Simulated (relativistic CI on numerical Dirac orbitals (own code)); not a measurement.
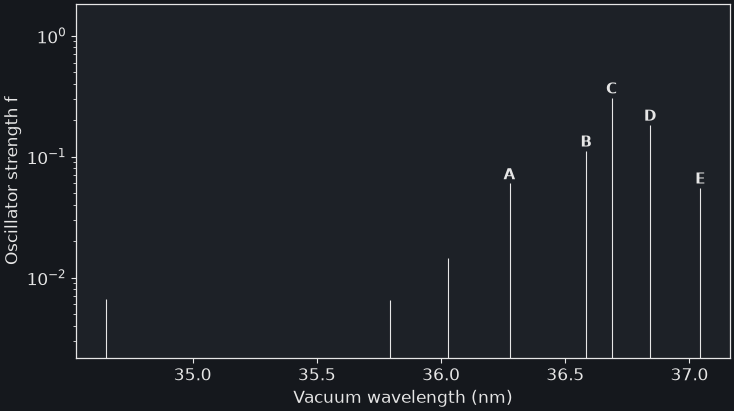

The plot shows absorption lines from the lowest level (oscillator strengths f) for Pd VI (Pd⁵⁺). Method of calculation: relativistic CI on Dirac orbitals, KLI exchange-only orbitals, Breit term, model QED, valence Slater integrals scaled by 0.75, a P86 correlation estimate for each configuration (in-house radial CI code).

### Assign the lettered lines.

A: 4d⁴ 5p ⁶D°₅/₂ ← 4d⁵ ⁶S₅/₂, 36.28 nm, f = 0.060; B: 4d⁴ 5p ⁶P°₃/₂ ← 4d⁵ ⁶S₅/₂, 36.58 nm, f = 0.11; C: 4d⁴ 5p ⁶P°₇/₂ ← 4d⁵ ⁶S₅/₂, 36.69 nm, f = 0.31; D: 4d⁴ 5p ⁶P°₅/₂ ← 4d⁵ ⁶S₅/₂, 36.84 nm, f = 0.18; E: 4d⁴ 5p J = 3/2 (odd, mixed, level 104) ← 4d⁵ ⁶S₅/₂, 37.04 nm, f = 0.055. The strongest, C, lies in the extreme ultraviolet region.

Limits of the model: configurations can be misplaced by up to about 7 % of their energy; only a limited list of configurations is included, so lower levels can be missing; only lines among the lowest 200 of 2858 levels are drawn.
